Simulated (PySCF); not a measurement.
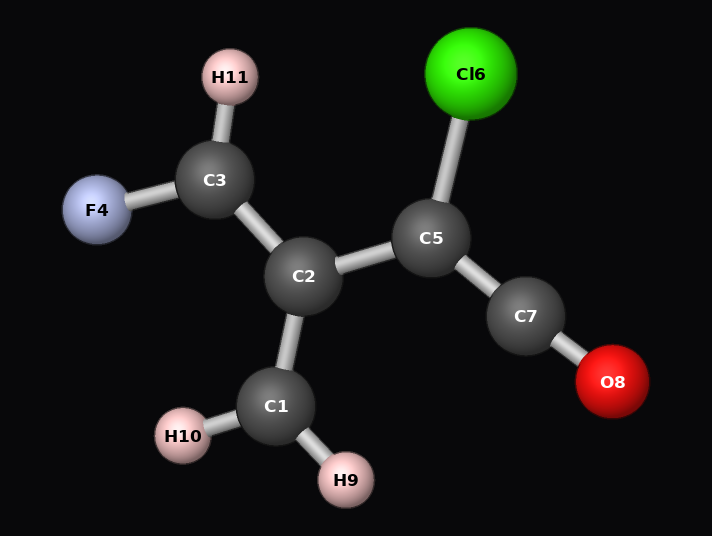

The questions are on Mulliken spin populations. State: neutral, doublet. The computed structure is the end point of a GFN2-xTB optimisation. No frequency run is at hand to confirm it as a minimum. Level of theory: UKS B3LYP, pcH-1 on C Cl F H O, non-relativistic (PySCF 2.14.0).

Give the Mulliken spin populations atom by atom.

```json
{"atom": "C1", "value (e)": "0.72"}
{"atom": "C2", "value (e)": "−0.24"}
{"atom": "C3", "value (e)": "0.59"}
{"atom": "F4", "value (e)": "0.04"}
{"atom": "C5", "value (e)": "0.03"}
{"atom": "Cl6", "value (e)": "0.00"}
{"atom": "C7", "value (e)": "−0.04"}
{"atom": "O8", "value (e)": "−0.01"}
{"atom": "H9", "value (e)": "−0.03"}
{"atom": "H10", "value (e)": "−0.03"}
{"atom": "H11", "value (e)": "−0.03"}
```

Mulliken values depend strongly on the basis set.
